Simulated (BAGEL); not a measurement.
# A workflow on CH7GaSi (SMILES [CH3][GaH][SiH3])

Wanted: a single-point energy (HF/cc-pVDZ), then the energy (NEVPT2(2,2)/cc-pVDZ) of CH7GaSi. 

Program for the calculation: BAGEL 1.2.2.

1 further run of the same task is left out (set aside as unsound or not needed).

## 1. Starting point

CH7GaSi: 10 atoms, total charge 0, spin state singlet. As SMILES, `[CH3][GaH][SiH3]`. The C1–H5 distance was set to 2.517 Å, away from the relaxed value. At this shape a bond of the SMILES string is far longer than usual.

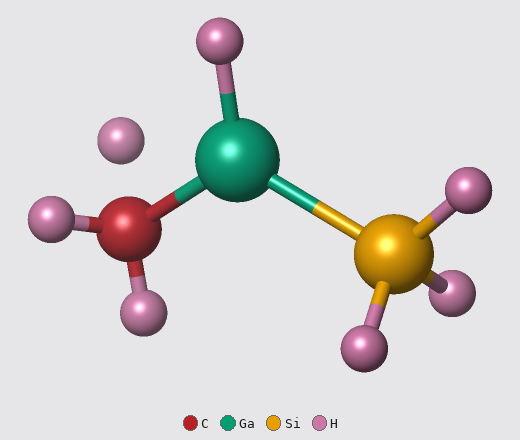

Viewed from a chosen angle; carbon red, gallium teal, silicon amber, hydrogen pink.

## 2. A single-point energy at HF/cc-pVDZ (density fitting with svp-jkfit) (run 1)

Contents of hf.json:

```json
{ "bagel" : [

{
  "title" : "molecule",
  "basis" : "cc-pvdz.json",
  "df_basis" : "svp-jkfit",
  "angstrom" : true,
  "geometry" : [
    { "atom" : "C", "xyz" : [   -1.352497,    0.885395,    0.689678 ] },
    { "atom" : "Ga", "xyz" : [    0.332303,    0.150595,    1.402178 ] },
    { "atom" : "Si", "xyz" : [    0.557503,   -2.214005,    1.859578 ] },
    { "atom" : "H", "xyz" : [   -2.153497,    0.147895,    0.638478 ] },
    { "atom" : "H", "xyz" : [   -0.947000,    1.785400,   -1.626000 ] },
    { "atom" : "H", "xyz" : [   -1.683397,    1.727795,    1.303178 ] },
    { "atom" : "H", "xyz" : [    1.530403,    1.145895,    1.654878 ] },
    { "atom" : "H", "xyz" : [    0.301803,   -3.004905,    0.620078 ] },
    { "atom" : "H", "xyz" : [    1.895803,   -2.609605,    2.378578 ] },
    { "atom" : "H", "xyz" : [   -0.460897,   -2.643805,    2.862178 ] }
  ]
},
{ "title" : "hf" },
{ "title" : "print", "file" : "orbitals.molden", "orbitals" : true }

]}
```

The basis set cc-pVDZ is read from a file made from the Basis Set Exchange's data (not shown).

Started as:

```sh
$ BAGEL_NUM_THREADS=1 BAGEL hf.json > hf.out
```

Standard output:

```text
* using 1 threads per process

  ===============================================================
  ===============================================================

  *** Geometry ***

  { "atom" : "C", "xyz" : [     -2.555849,      1.673154,      1.303303 ] },
  { "atom" : "Ga", "xyz" : [      0.627962,      0.284583,      2.649732 ] },
  { "atom" : "Si", "xyz" : [      1.053528,     -4.183863,      3.514093 ] },
  { "atom" : "H", "xyz" : [     -4.069520,      0.279481,      1.206549 ] },
  { "atom" : "H", "xyz" : [     -1.789571,      3.373917,     -3.072695 ] },
  { "atom" : "H", "xyz" : [     -3.181159,      3.265059,      2.462650 ] },
  { "atom" : "H", "xyz" : [      2.892043,      2.165428,      3.127266 ] },
  { "atom" : "H", "xyz" : [      0.570325,     -5.678447,      1.171778 ] },
  { "atom" : "H", "xyz" : [      3.582548,     -4.931439,      4.494861 ] },
  { "atom" : "H", "xyz" : [     -0.870969,     -4.996067,      5.408733 ] },

  Number of auxiliary basis functions:      595

  Since a DF basis is specified, we compute 2- and 3-index integrals:
    o Being stored without compression. Storage requirement is 0.042 GB

  Number of basis functions:       94
  Number of electrons      :       58

    * METHOD: MOLECULE                             0.41

  *** RHF ***

  === Nuclear Repulsion ===
   234.3287551309

      * DIIS with orbital gradients will be used.

  === RHF iteration (cc-pvdz.json) ===
      0      -2253.65820131          0.01338322           0.12
      1      -2253.75991444          0.01180495           0.11
      2      -2253.86114269          0.00174070           0.11
      3      -2253.86617001          0.00032140           0.11
      4      -2253.86641813          0.00011767           0.12
      5      -2253.86645725          0.00003970           0.11
      6      -2253.86646080          0.00001133           0.11
      7      -2253.86646111          0.00000473           0.11
      8      -2253.86646118          0.00000170           0.11
      9      -2253.86646119          0.00000071           0.11
     10      -2253.86646119          0.00000030           0.11
     11      -2253.86646119          0.00000012           0.11
     12      -2253.86646119          0.00000005           0.11
     13      -2253.86646119          0.00000002           0.11
     14      -2253.86646119          0.00000001           0.11
    * SCF iteration converged.

    * Permanent dipole moment:
           (    0.269613,     0.246721,    -0.916031) a.u.

    * METHOD: HF                                   2.01

    * METHOD: PRINT                                0.02

  ===============================================================
```

It took 2.6 s on 1 thread of Arm Neoverse V1, shared host; peak memory 0.17 GiB.

## 3. The energy at NEVPT2(2,2)/cc-pVDZ (density fitting with svp-jkfit) (run 2)

Contents of job.json:

```json
{ "bagel": [

{
  "title": "molecule",
  "basis": "cc-pvdz.json",
  "df_basis": "svp-jkfit",
  "angstrom": "true",
  "geometry": [
    { "atom": "C", "xyz": [      -1.352497,       0.885395,       0.689678 ] },
    { "atom": "Ga", "xyz": [       0.332303,       0.150595,       1.402178 ] },
    { "atom": "Si", "xyz": [       0.557503,      -2.214005,       1.859578 ] },
    { "atom": "H", "xyz": [      -2.153497,       0.147895,       0.638478 ] },
    { "atom": "H", "xyz": [      -0.947000,       1.785400,      -1.626000 ] },
    { "atom": "H", "xyz": [      -1.683397,       1.727795,       1.303178 ] },
    { "atom": "H", "xyz": [       1.530403,       1.145895,       1.654878 ] },
    { "atom": "H", "xyz": [       0.301803,      -3.004905,       0.620078 ] },
    { "atom": "H", "xyz": [       1.895803,      -2.609605,       2.378578 ] },
    { "atom": "H", "xyz": [      -0.460897,      -2.643805,       2.862178 ] }
  ]
},

{
  "title": "hf"
},

{
  "title": "casscf",
  "nstate": 1,
  "nact": 2,
  "nclosed": 28,
  "active": [29, 30],
  "maxiter": 200,
  "natocc": "true"
},

{
  "title": "nevpt2",
  "nstate": 1,
  "nact": 2,
  "nclosed": 28,
  "active": [29, 30],
  "maxiter": 200,
  "natocc": "true",
  "ncore": 15
},

{
  "title": "print",
  "file": "orbitals.molden",
  "orbitals": "true"
}

]}
```

The basis set cc-pVDZ is read from a file made from the Basis Set Exchange's data (not shown).

Started as:

```sh
$ BAGEL_NUM_THREADS=1 BAGEL job.json > job.out
```

Standard output:

```text
* using 1 threads per process

  ===============================================================
  ===============================================================

  *** Geometry ***

  { "atom" : "C", "xyz" : [     -2.555849,      1.673154,      1.303303 ] },
  { "atom" : "Ga", "xyz" : [      0.627962,      0.284583,      2.649732 ] },
  { "atom" : "Si", "xyz" : [      1.053528,     -4.183863,      3.514093 ] },
[... 6 lines of this table left out ...]
  { "atom" : "H", "xyz" : [     -0.870969,     -4.996067,      5.408733 ] },

  Number of auxiliary basis functions:      595

  Since a DF basis is specified, we compute 2- and 3-index integrals:
    o Being stored without compression. Storage requirement is 0.042 GB

  Number of basis functions:       94
  Number of electrons      :       58

    * METHOD: MOLECULE                             0.41

  *** RHF ***

[... 11 lines left out ...]
    * SCF iteration converged.
[... 1 line left out ...]
    * Permanent dipole moment:
[... 27 lines left out ...]
    * Second-order optimization converged. *

     guess   0:   closed 1.                   open ..

  === FCI iteration ===

      0  0     -2253.85347814     8.84e-02      0.00
      1  0     -2253.94695593     1.60e-02      0.00
      2  0 *   -2253.94973800     4.07e-16      0.00

     * ci vector, state   0, <S^2> = 0.0000
       2.     0.8775930569
       .2    -0.4794063271

    * METHOD: CASSCF                               6.59

    * freezing 15 orbitals

  === DF-NEVPT2 calculation ===

    * 3-index integral transformation done
    * assembly done

      NEVPT2 correlation energy:   -0.3104630090      0.23

          (+0)     -0.2643412623
          (+0)'    -0.0092605008
          (+1)     -0.0067909428
          (+1)'    -0.0000000000
          (+2)     -0.0002099031
          (-1)     -0.0288776925
          (-1)'     0.0000000000
          (-2)     -0.0009827076

      NEVPT2 total energy:       -2254.2602010110

    * METHOD: NEVPT2                               0.43

    * METHOD: PRINT                                0.02

  ===============================================================
```

Run time: 9.9 s. Hardware: 1 thread of Arm Neoverse V1, shared host; peak memory 0.17 GiB.

## 4. What came out

```
                                quantity           value
         run 1, HF/cc-pVDZ: total energy  -2253.86646 Eh
        run 1, HF/cc-pVDZ: dipole moment          2.51 D
          run 1, HF/cc-pVDZ: HOMO energy        -8.63 eV
          run 1, HF/cc-pVDZ: LUMO energy        -0.54 eV
        run 1, HF/cc-pVDZ: HOMO–LUMO gap         8.09 eV
run 2, NEVPT2(2,2)/cc-pVDZ: total energy  -2254.26020 Eh
```

One bond (run 1, HF/cc-pVDZ) is far stretched, which a spin-restricted single reference describes badly; a broken-symmetry solution may lie lower.
